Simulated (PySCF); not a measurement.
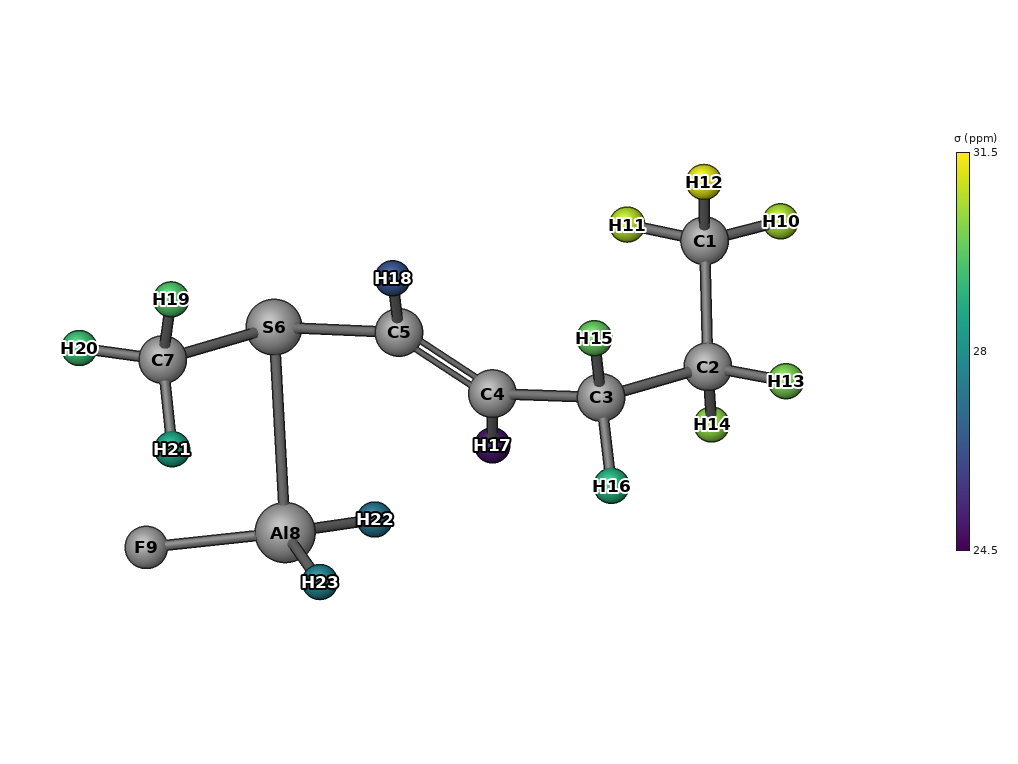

Atoms are coloured by their isotropic NMR shieldings (H only, the others grey). The geometry was computed by an optimisation with GFN2-xTB. No frequency run is at hand to confirm it as a minimum. Method: GIAO PBE0/pcSseg-1 NMR shielding, non-relativistic, gas phase (PySCF 2.14.0).

List the isotropic NMR shieldings of the H atoms.

```json
{"atom": "H10", "σ (ppm)": "30.58"}
{"atom": "H11", "σ (ppm)": "30.73"}
{"atom": "H12", "σ (ppm)": "31.15"}
{"atom": "H13", "σ (ppm)": "30.08"}
{"atom": "H14", "σ (ppm)": "30.29"}
{"atom": "H15", "σ (ppm)": "29.85"}
{"atom": "H16", "σ (ppm)": "28.96"}
{"atom": "H17", "σ (ppm)": "24.94"}
{"atom": "H18", "σ (ppm)": "26.37"}
{"atom": "H19", "σ (ppm)": "29.61"}
{"atom": "H20", "σ (ppm)": "29.34"}
{"atom": "H21", "σ (ppm)": "28.60"}
{"atom": "H22", "σ (ppm)": "27.18"}
{"atom": "H23", "σ (ppm)": "27.61"}
```

The geometry is semi-empirical. Around Al such bond lengths and angles can be off by a tenth of an ångström or more and by several degrees, and values that hang on the shape move with them.
